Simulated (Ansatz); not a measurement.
**C4H5F: molecular dynamics (part 3 of 3)**

C4H5F, SMILES CC1=C(F)C1; RKS BLYP/6-31G* (Ansatz 0.2.0). The geometry comes from this level: PBE0-D4/def2-TZVP.

Geometry of the input (Å):
```
C  -1.4164  -0.4545  -0.1591
C  0.0136  -0.1334  -0.1372
C  1.2403  -0.2129  -0.4950
F  2.1481  -0.7560  -1.2729
C  1.0587  0.7598  0.5777
H  -2.0093  0.4389  -0.3752
H  -1.7423  -0.8304  0.8151
H  -1.6393  -1.2097  -0.9143
H  1.3528  0.5157  1.6019
H  1.0769  1.8313  0.3621
```

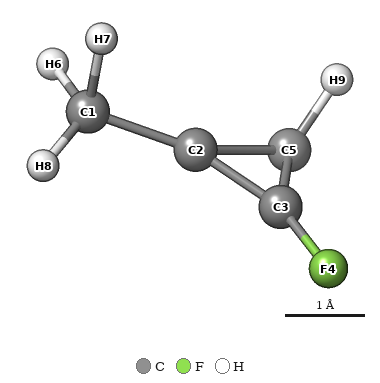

The geometry at step 41 of the log (ball-and-stick view, seen at a tilt; atoms are numbered from 1 in the order of the input).

Trajectory as extended XYZ, continued
```
10
Properties=species:S:1:pos:R:3:forces:R:3 step=30 time_fs=30.0 energy=-6940.66661 temperature=347.4
C    -1.4671   -0.4913   -0.1581    0.2572   0.7004   0.6498
C     0.0185   -0.1156   -0.1389   -2.3608  -0.1432   0.3971
C     1.2565   -0.1812   -0.4673    1.9603  -0.6651  -1.4181
F     2.1752   -0.8181   -1.2952   -0.7770   0.7624   0.8750
C     1.0642    0.8257    0.5874    0.0138   2.0931   0.0887
H    -2.0966    0.4454    0.0048    0.5699  -0.9995   0.8826
H    -1.6818   -1.3957    0.5168   -0.0042   1.3932  -0.4480
H    -1.8488   -0.7335   -1.1394    0.3756  -0.7046  -0.9470
H     1.3779    0.6604    1.6165    0.0487  -0.6170   0.5069
H     1.0645    2.0020    0.4730   -0.0835  -1.8199  -0.5869
10
Properties=species:S:1:pos:R:3:forces:R:3 step=31 time_fs=31.0 energy=-6940.76253 temperature=438.3
C    -1.4674   -0.4877   -0.1635    0.4586   0.8314   0.9576
C     0.0229   -0.1171   -0.1358   -2.7776  -0.0823   0.2843
C     1.2565   -0.1788   -0.4657    2.1099  -0.8891  -1.6442
F     2.1722   -0.8163   -1.2917   -0.6943   0.7292   0.8174
C     1.0635    0.8228    0.5823    0.0473   2.1169   0.0392
H    -2.1135    0.4252    0.0562    0.6819  -0.9524   0.5668
H    -1.6604   -1.3807    0.5053   -0.0955   0.9797  -0.2301
H    -1.8420   -0.7455   -1.1371    0.2376  -0.5710  -1.1004
H     1.3735    0.6376    1.6018    0.1232  -0.4808   0.7447
H     1.0718    1.9892    0.4484   -0.0912  -1.6816  -0.4353
10
Properties=species:S:1:pos:R:3:forces:R:3 step=33 time_fs=33.0 energy=-6940.96903 temperature=628.7
C    -1.4667   -0.4785   -0.1722    0.7817   0.9142   0.1630
C     0.0250   -0.1201   -0.1290   -2.4623   0.0596  -0.1316
C     1.2615   -0.1764   -0.4666    1.3132  -1.1423  -1.6122
F     2.1653   -0.8116   -1.2834   -0.3584   0.5584   0.5657
C     1.0624    0.8219    0.5723    0.2612   0.7233   0.6479
H    -2.1278    0.3596    0.1719    0.5321  -0.3730  -0.0882
H    -1.6212   -1.3290    0.4791   -0.2839  -0.5012   0.5566
H    -1.8221   -0.7834   -1.1619    0.2083   0.0088  -0.3567
H     1.3682    0.5802    1.5935    0.0665   0.0322   0.4482
H     1.0839    1.9200    0.3882   -0.0583  -0.2801  -0.1929
10
Properties=species:S:1:pos:R:3:forces:R:3 step=34 time_fs=34.0 energy=-6940.93959 temperature=601.9
C    -1.4655   -0.4728   -0.1761    0.9144   0.6944  -0.4204
C     0.0229   -0.1216   -0.1257   -1.8444   0.1443  -0.3927
C     1.2658   -0.1766   -0.4690    0.4820  -1.1500  -1.3507
F     2.1615   -0.8088   -1.2787   -0.1073   0.4145   0.3670
C     1.0621    0.8226    0.5679    0.3668  -0.6238   1.1671
H    -2.1267    0.3197    0.2300    0.3116   0.0691  -0.3476
H    -1.6053   -1.3065    0.4720   -0.3114  -1.1851   0.8477
H    -1.8091   -0.8038   -1.1818    0.2122   0.3444   0.2187
H     1.3669    0.5505    1.5970   -0.0150   0.3724   0.0761
H     1.0890    1.8771    0.3548   -0.0089   0.9198  -0.1654
10
Properties=species:S:1:pos:R:3:forces:R:3 step=35 time_fs=35.0 energy=-6940.82845 temperature=500.5
C    -1.4636   -0.4665   -0.1803    0.9838   0.1496  -0.6145
C     0.0194   -0.1230   -0.1227   -1.0739   0.2315  -0.6457
C     1.2705   -0.1777   -0.4725   -0.4803  -1.0779  -0.9619
F     2.1577   -0.8058   -1.2739    0.1901   0.2324   0.1220
C     1.0621    0.8229    0.5644    0.4172  -1.8477   1.5837
H    -2.1226    0.2804    0.2848    0.0797   0.4808  -0.5500
H    -1.5924   -1.2953    0.4730   -0.2563  -1.4454   0.8024
H    -1.7942   -0.8210   -1.1997    0.1632   0.6174   0.6737
H     1.3654    0.5245    1.6013   -0.0760   0.6942  -0.2483
H     1.0940    1.8430    0.3198    0.0525   1.9650  -0.1613
10
Properties=species:S:1:pos:R:3:forces:R:3 step=36 time_fs=36.0 energy=-6940.72504 temperature=402.8
C    -1.4609   -0.4602   -0.1850    0.9458  -0.6373  -0.2650
C     0.0149   -0.1242   -0.1202   -0.2748   0.3114  -0.8595
C     1.2748   -0.1796   -0.4768   -1.4429  -0.9353  -0.4916
F     2.1539   -0.8026   -1.2690    0.5188   0.0197  -0.1603
C     1.0625    0.8217    0.5622    0.4168  -2.2393   1.6485
H    -2.1177    0.2458    0.3343   -0.0797   0.7555  -0.7296
H    -1.5820   -1.2980    0.4817   -0.1413  -1.2105   0.3975
H    -1.7777   -0.8322   -1.2111    0.0540   0.7870   0.9117
H     1.3631    0.5050    1.6032   -0.0927   0.9356  -0.4271
H     1.0995    1.8277    0.2833    0.0959   2.2132  -0.0244
10
Properties=species:S:1:pos:R:3:forces:R:3 step=37 time_fs=37.0 energy=-6940.66442 temperature=341.3
C    -1.4574   -0.4543   -0.1900    0.8120  -1.3936   0.4998
C     0.0103   -0.1251   -0.1184    0.4522   0.3791  -1.0110
C     1.2780   -0.1823   -0.4815   -2.2923  -0.7354   0.0111
F     2.1505   -0.7995   -1.2642    0.8552  -0.2094  -0.4616
C     1.0632    0.8187    0.5613    0.3843  -1.6190   1.2381
H    -2.1136    0.2184    0.3768   -0.1216   0.8507  -0.9201
H    -1.5728   -1.3122    0.4942   -0.0223  -0.6905  -0.1698
H    -1.7607   -0.8358   -1.2138   -0.1055   0.8363   0.8974
H     1.3600    0.4945    1.6011   -0.0592   1.0573  -0.4217
H     1.1060    1.8336    0.2466    0.0971   1.5245   0.3379
10
Properties=species:S:1:pos:R:3:forces:R:3 step=38 time_fs=38.0 energy=-6940.60735 temperature=285.1
C    -1.4533   -0.4495   -0.1945    0.6419  -1.8965   1.4517
C     0.0061   -0.1257   -0.1174    1.0364   0.4383  -1.0878
C     1.2793   -0.1856   -0.4862   -2.9386  -0.4980   0.4955
F     2.1474   -0.7965   -1.2597    1.1674  -0.4340  -0.7539
C     1.0641    0.8143    0.5615    0.3203  -0.5166   0.4909
H    -2.1107    0.1991    0.4105   -0.0648   0.8045  -1.1146
H    -1.5639   -1.3331    0.5051    0.0580  -0.1472  -0.6736
H    -1.7446   -0.8315   -1.2079   -0.3020   0.7654   0.6279
H     1.3563    0.4941    1.5949    0.0188   1.0483  -0.2357
H     1.1133    1.8541    0.2131    0.0626   0.4357   0.7996
10
Properties=species:S:1:pos:R:3:forces:R:3 step=40 time_fs=40.0 energy=-6940.48655 temperature=174.2
C    -1.4436   -0.4448   -0.1994    0.4026  -2.1042   3.1450
C     0.0003   -0.1259   -0.1181    1.6044   0.5471  -1.0190
C     1.2746   -0.1931   -0.4940   -3.3671  -0.0465   1.2011
F     2.1432   -0.7912   -1.2518    1.5773  -0.7755  -1.1830
C     1.0668    0.8053    0.5622    0.1112   1.2417  -1.0609
H    -2.1057    0.1826    0.4445    0.1118   0.5874  -1.3207
H    -1.5442   -1.3750    0.5044    0.0733   0.5365  -1.1378
H    -1.7233   -0.8025   -1.1827   -0.7098   0.3864  -0.4407
H     1.3504    0.5223    1.5788    0.2356   0.7226   0.4581
H     1.1294    1.8985    0.1726   -0.0393  -1.0953   1.3579
10
Properties=species:S:1:pos:R:3:forces:R:3 step=41 time_fs=41.0 energy=-6940.51094 temperature=199.2
C    -1.4382   -0.4449   -0.1983    0.3251  -2.0239   3.4499
C    -0.0006   -0.1253   -0.1197    1.5355   0.5963  -0.8881
C     1.2681   -0.1970   -0.4966   -3.0698   0.0955   1.3339
F     2.1423   -0.7891   -1.2488    1.6183  -0.8556  -1.2692
C     1.0683    0.8020    0.5616    0.0312   1.6503  -1.4727
H    -2.1020    0.1833    0.4428    0.1388   0.5225  -1.2433
H    -1.5332   -1.3895    0.4883    0.0238   0.6310  -1.0960
H    -1.7219   -0.7815   -1.1737   -0.8168   0.2303  -0.8864
H     1.3504    0.5477    1.5756    0.3033   0.4952   0.7179
H     1.1371    1.9079    0.1710   -0.0893  -1.3417   1.3539
10
Properties=species:S:1:pos:R:3:forces:R:3 step=42 time_fs=42.0 energy=-6940.63085 temperature=312.4
C    -1.4325   -0.4467   -0.1945    0.2075  -1.9270   3.0853
C    -0.0004   -0.1243   -0.1220    1.2120   0.6395  -0.7033
C     1.2593   -0.2009   -0.4981   -2.4155   0.1568   1.2908
F     2.1422   -0.7874   -1.2463    1.5361  -0.8677  -1.2587
C     1.0698    0.8000    0.5598    0.0238   1.7391  -1.4334
H    -2.0970    0.1890    0.4292    0.1035   0.5074  -1.0302
H    -1.5220   -1.3980    0.4618   -0.0562   0.5448  -0.8865
H    -1.7284   -0.7582   -1.1732   -0.7678   0.1996  -0.9607
H     1.3533    0.5779    1.5792    0.2907   0.2788   0.7251
H     1.1439    1.9044    0.1823   -0.1342  -1.2713   1.1715
10
Properties=species:S:1:pos:R:3:forces:R:3 step=43 time_fs=43.0 energy=-6940.80006 temperature=469.5
C    -1.4267   -0.4501   -0.1881    0.0201  -1.7399   2.0473
C     0.0008   -0.1228   -0.1249    0.6392   0.6745  -0.4699
C     1.2484   -0.2046   -0.4986   -1.4321   0.1465   1.0831
F     2.1429   -0.7862   -1.2445    1.3443  -0.8219  -1.1636
C     1.0714    0.7994    0.5569    0.0913   1.4923  -0.9214
H    -2.0910    0.1996    0.4057    0.0223   0.5198  -0.7131
H    -1.5113   -1.4012    0.4267   -0.1653   0.2518  -0.5162
H    -1.7422   -0.7330   -1.1818   -0.5451   0.2734  -0.6206
H     1.3589    0.6107    1.5898    0.1923   0.0724   0.4534
H     1.1495    1.8887    0.2049   -0.1670  -0.8688   0.8211
10
Properties=species:S:1:pos:R:3:forces:R:3 step=44 time_fs=44.0 energy=-6940.91847 temperature=579.0
C    -1.4209   -0.4548   -0.1802   -0.2229  -1.3115   0.6266
C     0.0025   -0.1207   -0.1281   -0.1422   0.6983  -0.1942
C     1.2365   -0.2082   -0.4982   -0.1931   0.0924   0.7500
F     2.1442   -0.7854   -1.2433    1.0738  -0.7373  -1.0092
C     1.0730    0.8000    0.5532    0.1875   0.8926  -0.0870
H    -2.0848    0.2151    0.3754   -0.0611   0.5079  -0.3542
H    -1.5022   -1.4021    0.3867   -0.2999  -0.2441  -0.0223
H    -1.7612   -0.7052   -1.1964   -0.2087   0.3547  -0.0591
H     1.3664    0.6443    1.6048    0.0446  -0.1459   0.0243
H     1.1534    1.8647    0.2352   -0.1780  -0.1069   0.3251
10
Properties=species:S:1:pos:R:3:forces:R:3 step=45 time_fs=45.0 energy=-6940.91160 temperature=573.9
C    -1.4153   -0.4606   -0.1717   -0.5042  -0.6130  -0.7511
C     0.0041   -0.1180   -0.1315   -1.0359   0.7052   0.1091
C     1.2244   -0.2117   -0.4972    1.1723   0.0304   0.3535
F     2.1461   -0.7849   -1.2427    0.7658  -0.6362  -0.8266
C     1.0748    0.8013    0.5494    0.2557   0.0257   0.8081
H    -2.0791    0.2355    0.3417   -0.0925   0.4081  -0.0208
H    -1.4960   -1.4052    0.3466   -0.4439  -0.8203   0.4850
H    -1.7821   -0.6741   -1.2115    0.1475   0.3619   0.4712
H     1.3743    0.6764    1.6199   -0.1005  -0.3826  -0.3886
H     1.1557    1.8397    0.2688   -0.1643   0.9209  -0.2398
10
Properties=species:S:1:pos:R:3:forces:R:3 step=47 time_fs=47.0 energy=-6940.71089 temperature=390.2
C    -1.4055   -0.4730   -0.1574   -1.1948   0.5476  -2.1318
C     0.0042   -0.1110   -0.1378   -2.4911   0.6325   0.6657
C     1.2040   -0.2187   -0.4947    3.5234  -0.0030  -0.3375
F     2.1510   -0.7850   -1.2425    0.2005  -0.4576  -0.4890
C     1.0790    0.8033    0.5444    0.2751  -0.8630   1.7384
H    -2.0700    0.2859    0.2763    0.0630  -0.1252   0.4687
H    -1.4974   -1.4386    0.2834   -0.6150  -1.0520   0.8855
H    -1.8170   -0.6022   -1.2250    0.6567   0.1100   0.9288
H     1.3862    0.7274    1.6364   -0.2544  -0.8208  -0.7654
H     1.1557    1.8248    0.3243   -0.1635   2.0314  -0.9633
10
Properties=species:S:1:pos:R:3:forces:R:3 step=48 time_fs=48.0 energy=-6940.67693 temperature=354.3
C    -1.4019   -0.4788   -0.1526   -1.5651   0.5551  -2.0557
C     0.0015   -0.1067   -0.1403   -2.6771   0.5393   0.8315
C     1.1976   -0.2222   -0.4937    4.1111   0.0604  -0.5031
F     2.1536   -0.7854   -1.2428    0.0027  -0.4015  -0.3696
C     1.0814    0.8034    0.5439    0.2452  -0.1864   1.5647
H    -2.0651    0.3108    0.2493    0.1711  -0.4515   0.6571
H    -1.5067   -1.4711    0.2643   -0.5810  -0.4266   0.7028
H    -1.8260   -0.5638   -1.2189    0.7512  -0.0969   0.8152
H     1.3887    0.7421    1.6342   -0.2453  -0.9609  -0.6898
H     1.1534    1.8455    0.3394   -0.2130   1.3690  -0.9530
10
Properties=species:S:1:pos:R:3:forces:R:3 step=49 time_fs=49.0 energy=-6940.66425 temperature=339.6
C    -1.3995   -0.4840   -0.1495   -1.8669   0.3295  -1.6844
C    -0.0034   -0.1020   -0.1420   -2.3483   0.4092   0.8834
C     1.1946   -0.2257   -0.4931    4.1459   0.1912  -0.5023
F     2.1562   -0.7860   -1.2433   -0.1200  -0.3715  -0.2911
C     1.0840    0.8033    0.5446    0.1462   0.8228   1.0801
H    -2.0585    0.3314    0.2286    0.2284  -0.7145   0.8310
H    -1.5215   -1.5076    0.2519   -0.4774   0.3838   0.4363
H    -1.8278   -0.5264   -1.2051    0.7235  -0.3142   0.4944
H     1.3889    0.7476    1.6253   -0.1805  -1.0188  -0.4538
H     1.1491    1.8793    0.3453   -0.2509   0.2826  -0.7935
10
Properties=species:S:1:pos:R:3:forces:R:3 step=50 time_fs=50.0 energy=-6940.63213 temperature=309.5
C    -1.3987   -0.4891   -0.1477   -2.0327   0.0927  -1.1663
C    -0.0102   -0.0970   -0.1431   -1.5396   0.2486   0.8257
C     1.1948   -0.2290   -0.4929    3.6524   0.3859  -0.3476
F     2.1588   -0.7868   -1.2439   -0.1687  -0.3649  -0.2509
C     1.0868    0.8038    0.5462   -0.0449   1.6398   0.4132
H    -2.0497    0.3452    0.2158    0.2081  -0.8682   0.9861
H    -1.5409   -1.5405    0.2436   -0.3391   1.0694   0.2064
H    -1.8227   -0.4921   -1.1865    0.5757  -0.5073   0.0008
H     1.3874    0.7434    1.6121   -0.0687  -0.9913  -0.0868
H     1.1423    1.9158    0.3437   -0.2424  -0.7048  -0.5805
```

Summary

| quantity | value |
| --- | --- |
| outcome | finished |
| mean temperature over the second half | 387 K |
| trajectory | 50 steps, 50 fs |
| ensemble | nve |
| temperature in the input | 700 K |
| time step | 1 fs |
| potential energy (last step) | −6940.6324 eV |
| SCF solution under orbital rotations (last step) | stable |
| largest force (length of the vector) (last step) | 3.689 eV/Å |
| dipole moment (last step) | 1.58 D |
| hardware | 2 threads of Arm Neoverse V1, 23 GiB of memory available, shared host |
| wall time | 64 s (CPU time 2.1 min) |
| peak memory | 0.15 GiB |

Remarks

So short a trajectory is not equilibrated.
